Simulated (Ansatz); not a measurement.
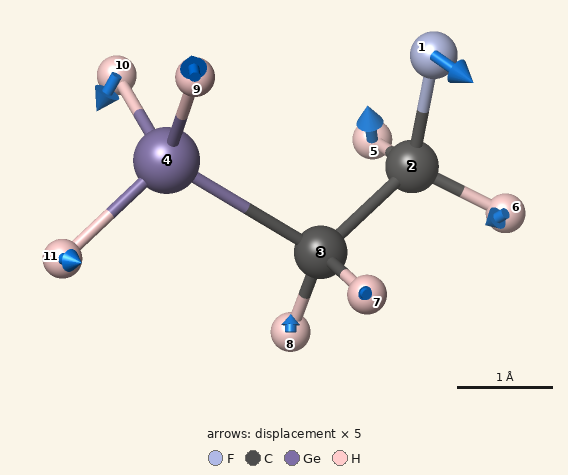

This is a relaxation of C$_{2}$H$_{7}$FGe. The starting structure is drawn; blue arrows show the displacements, 5 times their true length. The two geometries are superimposed by the best rigid fit.

Style: ball-and-stick. Shown at a tilt.

The start comes from PBE-D4/def2-SVP.

Theory: RKS PBE0-D4/def2-TZVP (Ansatz). Settings: force threshold 0.005 eV/Å; at most 150 steps.

### What happened in the run?

The atom that moves furthest after the best rigid fit is F1 (0.12 Å). By element the largest moves are F 0.12 Å, H 0.10 Å, C 0.02 Å, Ge 0.01 Å. Near-neighbour distances that change, for instance: C2–H5 1.114 → 1.095 Å, C3–Ge4 1.984 → 1.968 Å, Ge4–H9 1.547 → 1.534 Å, Ge4–H10 1.553 → 1.539 Å. After 7 geometry steps the energy has fallen by 3.43 kJ/mol. The largest force component goes from 0.55 to 0.0028 eV/Å.
